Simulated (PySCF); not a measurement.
# Two runs on C6H8Si

System: C6H8Si (phenylsilane).
Method of run A: GIAO LDA/pcSseg-1 NMR shielding, non-relativistic, gas phase (PySCF 2.14.0).

The geometry comes from this level: PBE0-D3(BJ)/def2-SVP. Text and figures count atoms from 1; the logs count them from 0 in places.

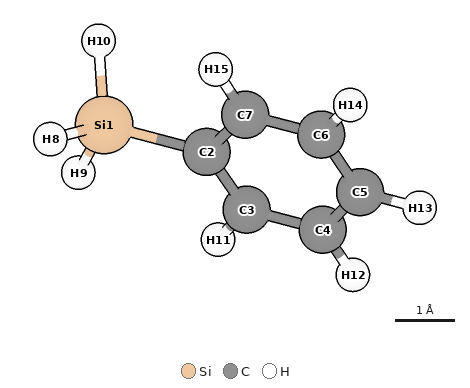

**Figure 1.** The structure as given in the input (ball-and-stick view, seen at a tilt; atoms are numbered from 1 in the order of the input).

## Input, run A
```
{"job": {"kind": "nmr", "xc": "LDA", "basis": "pcSseg-1", "pop": false}, "charge": 0, "multiplicity": 1}
Si     2.530349    -0.041866     0.244612
C      0.659683    -0.028276     0.072313
C     -0.058569    -1.218528    -0.112875
C     -1.447402    -1.207490    -0.241915
C     -2.142491    -0.001195    -0.187046
C     -1.444704     1.192781    -0.003126
C     -0.057896     1.177465     0.124999
H      3.173717     0.757193    -0.844122
H      3.021347    -1.450941     0.169473
H      2.950782     0.552377     1.551389
H      0.473376    -2.173222    -0.157462
H     -1.988720    -2.145861    -0.385458
H     -3.230554     0.009938    -0.287692
H     -1.985615     2.141297     0.040266
H      0.471833     2.124406     0.268344
```

The first line tells a small driver script what to run in PySCF; the rest is the geometry in Å.

Hardware: 1 CPU thread, shared host.

## Output (run A)
```
coarse grid: 13104 points
cycle   1  E = -519.4391107080  dE =  6.373e-01  |g| = 5.115e-01  |ddm| = 3.799e+00
cycle   2  E = -519.3343925981  dE =  1.047e-01  |g| = 8.056e-01  |ddm| = 1.461e+00
cycle   3  E = -519.5125293396  dE = -1.781e-01  |g| = 8.477e-02  |ddm| = 1.000e+00
cycle   4  E = -519.5132501108  dE = -7.208e-04  |g| = 6.675e-02  |ddm| = 1.414e-01
cycle   5  E = -519.5145183808  dE = -1.268e-03  |g| = 1.180e-02  |ddm| = 7.793e-02
cycle   6  E = -519.5145566585  dE = -3.828e-05  |g| = 5.237e-03  |ddm| = 1.794e-02
cycle   7  E = -519.5145631075  dE = -6.449e-06  |g| = 1.214e-03  |ddm| = 4.971e-03
final grid: 122152 points
cycle   8  E = -519.5814579873  dE = -3.086e-05  |g| = 4.169e-03  |ddm| = 3.464e-02
cycle   9  E = -519.5814491187  dE =  8.869e-06  |g| = 7.197e-03  |ddm| = 1.120e-02
cycle  10  E = -519.5814623012  dE = -1.318e-05  |g| = 8.195e-04  |ddm| = 7.059e-03
cycle  11  E = -519.5814624642  dE = -1.631e-07  |g| = 3.024e-04  |ddm| = 1.121e-03
cycle  12  E = -519.5814624849  dE = -2.068e-08  |g| = 1.446e-04  |ddm| = 3.975e-04
cycle  13  E = -519.5814624906  dE = -5.726e-09  |g| = 2.150e-05  |ddm| = 1.537e-04
cycle  14  E = -519.5814624908  dE = -1.316e-10  |g| = 8.469e-06  |ddm| = 3.426e-05
converged SCF energy = -519.5814624908

GIAO shielding tensors (ppm)
atom      isotropic    diamagn.    paramagn.     s11        s22        s33       span
  0 Si     388.382     882.013    -493.631    329.536    385.941    449.670    120.134
  1 C       42.543     257.617    -215.074    -57.277      1.204    183.702    240.979
  2 C       35.210     253.346    -218.136    -80.961     26.475    160.116    241.077
  3 C       43.649     254.515    -210.867    -68.919     29.323    170.542    239.460
  4 C       42.760     255.006    -212.246    -69.112     24.084    173.307    242.418
  5 C       43.942     254.398    -210.456    -69.273     30.000    171.100    240.373
  6 C       36.188     254.327    -218.139    -79.951     22.090    166.425    246.376
  7 H       25.946      27.688      -1.742     22.635     24.482     30.721      8.086
  8 H       26.267      27.905      -1.637     22.599     25.486     30.718      8.119
  9 H       25.949      27.685      -1.736     22.605     24.529     30.714      8.110
 10 H       23.105      31.476      -8.372     19.395     22.075     27.844      8.449
 11 H       23.397      29.431      -6.034     20.275     23.463     26.454      6.178
 12 H       23.384      28.942      -5.558     20.331     23.587     26.233      5.902
 13 H       23.340      29.480      -6.140     20.121     23.468     26.429      6.308
 14 H       23.120      31.372      -8.253     19.221     22.049     28.088      8.867
```

For run B the input was changed thus:
```diff
-"xc": "LDA"
+"xc": "KT3"
```

Predict how the results change.

The total energies belong to different methods, so their difference says nothing on which is more stable or more accurate. The HOMO goes from −6.62 to −6.41 eV. The LUMO goes from −1.82 to −1.53 eV. Of all shieldings, the largest change is that of Si1, by +41.6 ppm. The functional changes from LDA to KT3. The SCF takes 15 iterations against 14.

## Output (run B)
```
coarse grid: 13104 points
cycle   1  E = -529.0007440762  dE =  6.737e-01  |g| = 4.464e-01  |ddm| = 3.867e+00
cycle   2  E = -528.9389713521  dE =  6.177e-02  |g| = 6.535e-01  |ddm| = 1.324e+00
cycle   3  E = -529.0602820741  dE = -1.213e-01  |g| = 7.244e-02  |ddm| = 8.991e-01
cycle   4  E = -529.0608344504  dE = -5.524e-04  |g| = 5.559e-02  |ddm| = 1.258e-01
cycle   5  E = -529.0617538996  dE = -9.194e-04  |g| = 9.041e-03  |ddm| = 6.670e-02
cycle   6  E = -529.0617775455  dE = -2.365e-05  |g| = 3.375e-03  |ddm| = 1.351e-02
cycle   7  E = -529.0617804395  dE = -2.894e-06  |g| = 7.967e-04  |ddm| = 3.583e-03
final grid: 122152 points
cycle   8  E = -529.0762089629  dE = -1.860e-04  |g| = 1.051e-02  |ddm| = 1.145e-01
cycle   9  E = -529.0762032467  dE =  5.716e-06  |g| = 8.718e-03  |ddm| = 1.437e-02
cycle  10  E = -529.0762158059  dE = -1.256e-05  |g| = 3.706e-03  |ddm| = 1.282e-02
cycle  11  E = -529.0762192116  dE = -3.406e-06  |g| = 9.840e-04  |ddm| = 4.518e-03
cycle  12  E = -529.0762195128  dE = -3.012e-07  |g| = 1.986e-04  |ddm| = 1.269e-03
cycle  13  E = -529.0762195226  dE = -9.805e-09  |g| = 7.788e-05  |ddm| = 2.703e-04
cycle  14  E = -529.0762195241  dE = -1.533e-09  |g| = 1.885e-05  |ddm| = 8.465e-05
cycle  15  E = -529.0762195242  dE = -1.007e-10  |g| = 6.015e-06  |ddm| = 2.952e-05
converged SCF energy = -529.0762195242

GIAO shielding tensors (ppm)
atom      isotropic    diamagn.    paramagn.     s11        s22        s33       span
  0 Si     429.993     883.022    -453.029    383.226    428.530    478.224     94.998
  1 C       60.934     257.286    -196.352    -28.007     26.369    184.441    212.448
  2 C       52.422     251.319    -198.897    -53.549     49.625    161.191    214.740
  3 C       60.493     252.548    -192.055    -40.912     52.987    169.404    210.316
  4 C       59.197     252.670    -193.473    -41.578     48.003    171.167    212.745
  5 C       60.699     252.381    -191.682    -41.259     53.512    169.844    211.103
  6 C       53.127     252.322    -199.195    -52.995     46.388    165.989    218.984
  7 H       26.836      28.500      -1.663     23.607     25.361     31.542      7.935
  8 H       27.140      28.757      -1.616     23.536     26.369     31.515      7.980
  9 H       26.840      28.494      -1.654     23.578     25.408     31.535      7.956
 10 H       23.920      32.577      -8.657     20.205     23.383     28.172      7.967
 11 H       24.205      30.524      -6.319     21.033     24.726     26.856      5.824
 12 H       24.173      29.971      -5.797     21.066     24.815     26.639      5.573
 13 H       24.156      30.563      -6.407     20.892     24.735     26.841      5.949
 14 H       23.924      32.525      -8.601     20.045     23.349     28.377      8.332
```

## The two runs side by side

| quantity | run A | run B |
| --- | --- | --- |
| outcome | converged | converged |
| total energy (hartree) | −519.581462 | −529.076220 |
| HOMO (eV) | −6.62 | −6.41 |
| LUMO (eV) | −1.82 | −1.53 |
| dipole moment (D) | 0.86 | 0.87 |
| shielding of Si1 (ppm) | 388.4 | 430.0 |
| shielding of C2 (ppm) | 42.5 | 60.9 |
| shielding of C3 (ppm) | 35.2 | 52.4 |
| shielding of C4 (ppm) | 43.6 | 60.5 |
| shielding of C5 (ppm) | 42.8 | 59.2 |
| shielding of C6 (ppm) | 43.9 | 60.7 |
| shielding of C7 (ppm) | 36.2 | 53.1 |
| SCF iterations | 14 | 15 |
| basis functions | 166 | 166 |
| wall time (shared host) | 21 s | 28 s |
